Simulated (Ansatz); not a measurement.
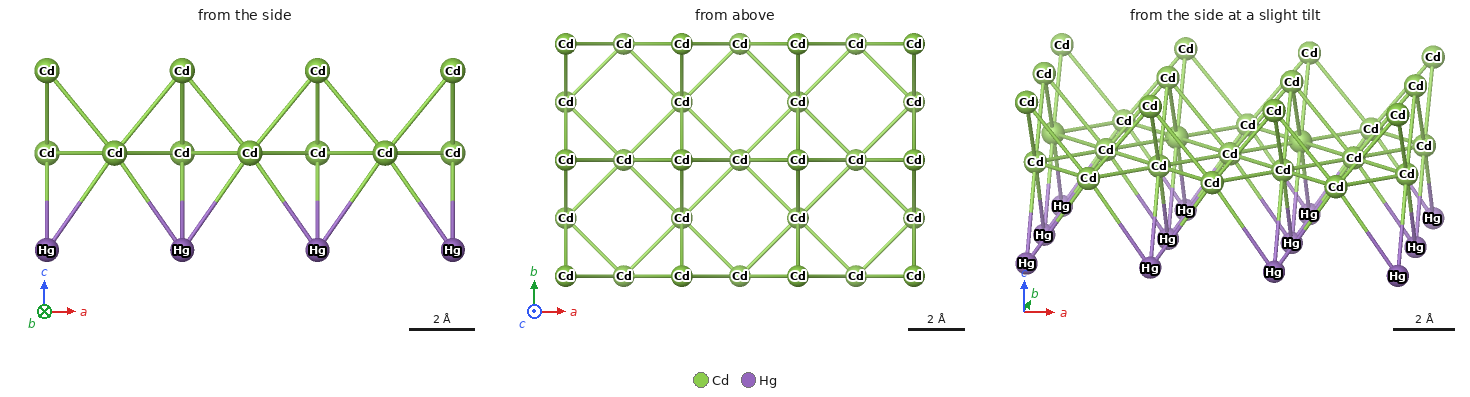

A ball-and-stick picture of a periodic slab, seen from the side, from above and from the side at a slight tilt. The surface normal points up in side views; the vacuum is left out. 3×2 cells are drawn in the plane, with atoms at the edges repeated.

The cell holds 3 Cd, 1 Hg.

**With which atoms do the two faces end?**

The top face ends in Cd, the bottom face in Hg. The faces differ, so the slab can carry a dipole.

**What is the thickness of the slab?**

About 6 Å from the lowest to the highest atom.

**Count the planes and say what each contains, starting at the top.**

Three planes: Cd / Cd / Hg.

The structure was taken from a structure type filled with these elements by a generator (whether the compound takes this form wasn't checked). Atoms and cell were optimised with DFT PBE, scalar-relativistic, plane waves, PAW (Ansatz).
